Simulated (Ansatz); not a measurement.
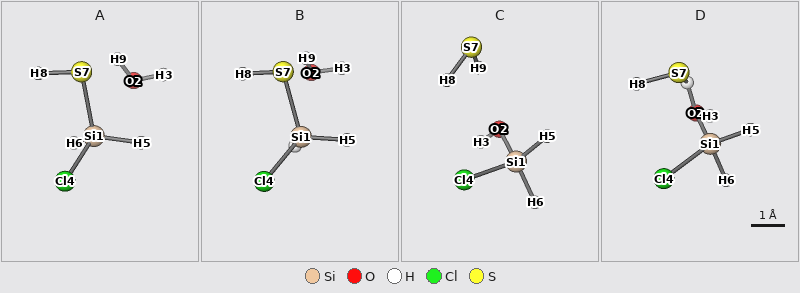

4 geometries from a converged minimum-energy path of SiH$_{5}$SOCl, made up at the start of SiH3OCl and H$_{2}$S, shuffled. A ball-and-stick model, seen from a free direction.

Theory: Ansatz, RKS PBE0/def2-SVP. Settings: 5 movable images; climbing image; force threshold 0.05 eV/Å; iteration limit 60; starting path through a guess of the saddle point.

**Which frame is the top of the path?**

D. In order along the path, whose images run from 0 to 6: C (image 0, 0.00 eV), D (image 3, +1.30 eV), B (image 5, +0.35 eV), A (image 6, +0.26 eV). Breaking: S7–H9 (1.35 → 1.76 at the top → 2.57 Å), Si1–O2 (1.66 → 1.84 at the top → 2.92 Å). Forming: O2–H9 (2.29 → 1.11 at the top → 0.97 Å), Si1–S7 (3.93 → 2.51 at the top → 2.16 Å).

Limits of the set-up: the start holds two separate molecules, 2.3 Å apart at their closest, whose relative position is a soft coordinate and is computed without a dispersion correction.

The run took 3.9 min on 2 threads of Arm Neoverse V2, on a shared host, peak memory 0.19 GiB.
